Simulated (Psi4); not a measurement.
**CH3BF3Ge+ (SMILES [CH3][Ge+]([F])[B](F)F) at PBE/def2-SVP**

What is the energy change on altering one bond length of CH3BF3Ge+ at PBE/def2-SVP? 

The calculation is run with Psi4 1.11.

2 further runs of the same task are left out: 2 set aside as unsound or not needed.

### Step 1. The structure to begin with

The species is CH3BF3Ge+ (9 atoms), meant as a singlet with charge +1. SMILES: `[CH3][Ge+]([F])[B](F)F`. The shape comes from GFN2-xTB, which is rough for such elements, and wasn't checked as a minimum.

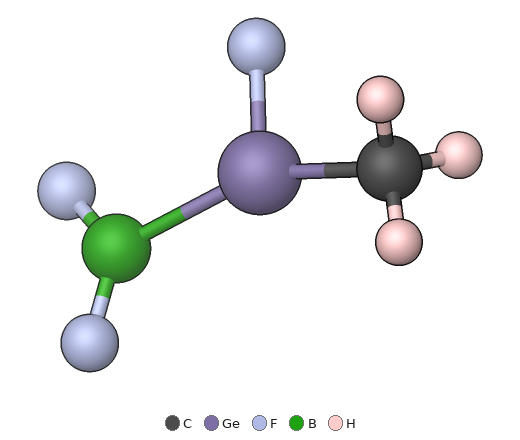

Viewed from a chosen angle; carbon dark grey, germanium purple, fluorine light blue, boron green, hydrogen pink.

### Step 2. A single-point energy at PBE/def2-SVP

File calc.in:

```
memory 1600 mb

molecule {
  1 1
  C     -1.827570    -0.232630    -0.019740
  Ge     0.127990     0.202360    -0.000590
  F      0.165210     1.931220    -0.020140
  B      2.303130    -0.280720     0.029180
  F      3.084040     0.724700     0.087070
  F      2.676590    -1.500590    -0.012720
  H     -2.003290    -1.308940    -0.075000
  H     -2.263930     0.280640    -0.885140
  H     -2.262170     0.183950     0.897070
  symmetry c1
  no_reorient
  no_com
}

set basis def2-SVP
set puream true
set e_convergence 1e-09
set d_convergence 1e-08
set scf_type pk
set dft_radial_points 99
set dft_spherical_points 590

E, wfn = energy("pbe", return_wfn=True)
oeprop(wfn, "LOWDIN_CHARGES", "MULLIKEN_CHARGES", "WIBERG_LOWDIN_INDICES", title="PBE")
```

Run with:

```sh
psi4 -i calc.in -o calc.out -n 1
```

calc.out (excerpt; [...] marks lines left out):

```text
[...]
  Running in c1 symmetry.
[...]
  Nuclear repulsion =  431.116058451647575
[...]
  Multiplicity = 1
[...]
  Nalpha       = 36
  Nbeta        = 36
[...]
    Number of basis functions: 117
[...]
   @RKS iter   1: -2438.53742418088996   -2.00143e+00   2.08910e-02 ADIIS/DIIS
[...]
   @RKS iter  14: -2439.90577589238910   -3.63798e-12   2.38066e-09 DIIS
[...]
    Orbital Energies [Eh]
    ---------------------
    Doubly Occupied:
       1A   -397.305913     2A    -49.436600     3A    -44.066337
       4A    -44.062917     5A    -44.061386     6A    -24.502867
       7A    -24.501931     8A    -24.459387     9A    -10.125953
      10A     -6.859611    11A     -6.258633    12A     -4.484076
      13A     -4.475223    14A     -4.468536    15A     -1.393755
      16A     -1.384718    17A     -1.379786    18A     -1.378561
      19A     -1.373732    20A     -1.343896    21A     -1.321565
      22A     -1.235654    23A     -0.846136    24A     -0.731370
      25A     -0.706130    26A     -0.693565    27A     -0.654457
      28A     -0.645689    29A     -0.595004    30A     -0.583691
      31A     -0.581778    32A     -0.581094    33A     -0.566419
      34A     -0.557817    35A     -0.551246    36A     -0.490798
[...]
  @RKS Final Energy: -2439.90577589238910
   => Energetics <=
    Nuclear Repulsion Energy =            431.1160584516475751
    One-Electron Energy =               -4240.1985719020822216
    Two-Electron Energy =                1489.2118372722773074
    DFT Exchange-Correlation Energy =    -120.0350997142314213
    Empirical Dispersion Energy =           0.0000000000000000
    VV10 Nonlocal Energy =                  0.0000000000000000
    Total Energy =                      -2439.9057758923891015
[...]
 Multipole Moments:
 ------------------------------------------------------------------------------------
     Multipole            Electronic (a.u.)      Nuclear  (a.u.)        Total (a.u.)
 ------------------------------------------------------------------------------------
 L = 1.  Multiply by 2.5417464519 to convert [e a0] to [Debye]
 Dipole X            :        -97.0537727           97.2246706            0.1708979
 Dipole Y            :        -25.6067331           25.0006231           -0.6061100
 Dipole Z            :         -0.8059017            0.8190073            0.0131056
 Magnitude           :                                                    0.6298787
[...]
  Mulliken Charges: (a.u.)
   Center  Symbol    Alpha    Beta     Spin     Total
       1     C     3.11517  3.11517  0.00000 -0.23034
       2    GE    15.66097 15.66097  0.00000  0.67805
       3     F     4.62021  4.62021  0.00000 -0.24043
       4     B     2.41299  2.41299  0.00000  0.17403
       5     F     4.45525  4.45525  0.00000  0.08950
       6     F     4.46075  4.46075  0.00000  0.07851
       7     H     0.42924  0.42924  0.00000  0.14152
       8     H     0.42259  0.42259  0.00000  0.15481
       9     H     0.42283  0.42283  0.00000  0.15434
   Total alpha = 36.00000, Total beta = 36.00000, Total charge =  1.00000
[...]
```

Wall time 52 s (1 thread of Intel Xeon Platinum 8259CL at 2.50GHz (Skylake/Cascade Lake), shared host); peak memory 0.72 GiB.

### Step 3. The distorted shape: energy and forces at PBE/def2-SVP

File ch3bf3ge.json:

```json
{
  "schema_name": "qcschema_input",
  "schema_version": 1,
  "molecule": {
    "schema_name": "qcschema_molecule",
    "schema_version": 2,
    "symbols": ["C", "Ge", "F", "B", "F", "F", "H", "H", "H"],
    "geometry": [-2.79390905, -1.21557767, 1.27102412, 0.90156377, -0.3935657, 1.30721238, 0.97189937, 2.87350621, 1.27026823, 5.01198265, -1.3064546, 1.36346952, 6.48768868, 0.59351384, 1.47286577, 5.71771977, -3.61167481, 1.28429, -3.12597173, -3.24950879, 1.16659786, -4.27820767, 0.53033274, -1.67267218, -3.61518403, -0.42835556, 3.00354393],
    "molecular_charge": 1,
    "molecular_multiplicity": 1,
    "fix_symmetry": "c1",
    "fix_com": true,
    "fix_orientation": true
  },
  "driver": "gradient",
  "model": {
    "method": "pbe",
    "basis": "def2-SVP"
  },
  "keywords": {
    "puream": true,
    "e_convergence": 1e-09,
    "d_convergence": 1e-08,
    "scf_type": "pk",
    "dft_radial_points": 99,
    "dft_spherical_points": 590,
    "scf_properties": ["WIBERG_LOWDIN_INDICES", "LOWDIN_CHARGES", "DIPOLE"]
  }
}
```

Run with:

```sh
psi4 --qcschema ch3bf3ge.json -n 1 --memory 1600MB
```

stdout (excerpt; [...] marks lines left out):

```text
[...]
  Running in c1 symmetry.
[...]
  Nuclear repulsion =  427.921126406757537
[...]
  Multiplicity = 1
[...]
  Nalpha       = 36
  Nbeta        = 36
[...]
    Number of basis functions: 117
[...]
   @RKS iter   1: -2438.32499265441447   -1.96586e+00   2.10194e-02 DIIS/ADIIS
[...]
   @RKS iter  15: -2439.78723171029833   -4.54747e-13   6.36986e-09 DIIS
[...]
  @RKS Final Energy: -2439.78723171029833
   => Energetics <=
    Nuclear Repulsion Energy =            427.9211264067575371
    One-Electron Energy =               -4234.2581480029939485
    Two-Electron Energy =                1486.4214927144880676
    DFT Exchange-Correlation Energy =    -119.8717028285500987
    Empirical Dispersion Energy =           0.0000000000000000
    VV10 Nonlocal Energy =                  0.0000000000000000
    Total Energy =                      -2439.7872317102983288
[...]
 Multipole Moments:
 ------------------------------------------------------------------------------------
     Multipole            Electronic (a.u.)      Nuclear  (a.u.)        Total (a.u.)
 ------------------------------------------------------------------------------------
 L = 1.  Multiply by 2.5417464519 to convert [e a0] to [Debye]
 Dipole X            :       -144.1274575          144.7229065            0.5954490
 Dipole Y            :         29.5563997          -30.8692659           -1.3128662
 Dipole Z            :        -93.8838743           95.0185741            1.1346998
 Magnitude           :                                                    1.8345901
[...]
  -Total Gradient:
     Atom            X                  Y                   Z
    ------   -----------------  -----------------  -----------------
       1       -0.011466858621    -0.024661472428     0.043222801976
       2        0.018396393626    -0.004656909061     0.004347609817
       3       -0.001951909673    -0.002484663387    -0.001026893795
       4        0.022352243766     0.000652687782     0.001685627337
       5       -0.009149140503    -0.022784484277    -0.001446214877
       6       -0.002373419145     0.024997404047     0.000771254426
       7        0.005377322514     0.008775357015     0.009113265097
       8       -0.028833719428     0.032188411250    -0.054802894423
       9        0.007649692102    -0.012005447404    -0.001875820715
[...]
```

Wall time 72 s (1 thread of Intel Xeon Platinum 8259CL at 2.50GHz (Skylake/Cascade Lake), shared host); peak memory 0.73 GiB.

### Step 4. Results

At PBE/def2-SVP:

| quantity | value |
| --- | --- |
| first shape: total energy | -2439.90578 Eh |
| first shape: HOMO energy | -13.36 eV |
| first shape: LUMO energy | -9.80 eV |
| first shape: HOMO–LUMO gap | 3.56 eV |
| distorted shape: total energy | -2439.78723 Eh |
| distorted shape: HOMO energy | -12.83 eV |
| distorted shape: LUMO energy | -9.74 eV |
| distorted shape: HOMO–LUMO gap | 3.10 eV |
| distorted shape: largest force on an atom | 3.589 eV/Å |
| energy change with the C1–H8 bond stretched from 1.097 to 1.974 Å | 3.226 eV |

With the C1–H8 bond stretched from 1.097 to 1.974 Å the energy rises by 3.23 eV (311 kJ/mol). The first shape isn't relaxed at this level, so the change isn't measured from a minimum.
